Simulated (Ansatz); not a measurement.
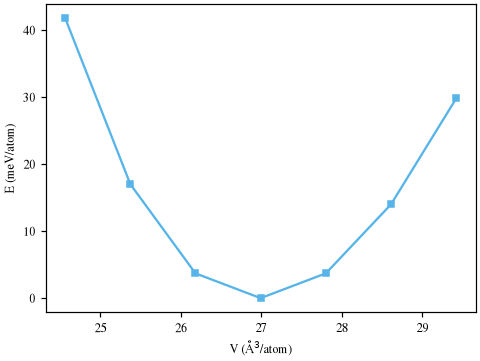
Figure: Sn (hcp (Mg type), space group No. 194) under volume change, plane-wave PAW r²SCAN (Ansatz code), shape and atoms relaxed at each volume.

### Question
What does a third-order Birch–Murnaghan fit give for V₀, B₀ and B′?

### Answer
V₀ = 26.98 Å³/atom, B₀ = 51.7 GPa, B′ = 5.1.

Space group P6_3/mmc (hcp (Mg type)). A made-up cell: these elements were put on the sites of a structure type; neither database checked (COD, Materials Project) lists it. It is not the phase usual at ambient conditions (space group No. 141). The cell keeps a stress of up to 0.2 GPa. The cell was relaxed with r²SCAN under the symmetry of its start; of distortions, only those at the zone centre were tested, and some modes there are weakly imaginary. Spin–orbit coupling is left out wherever it is not named.

Potentials: the later of the program's two PAW sets.
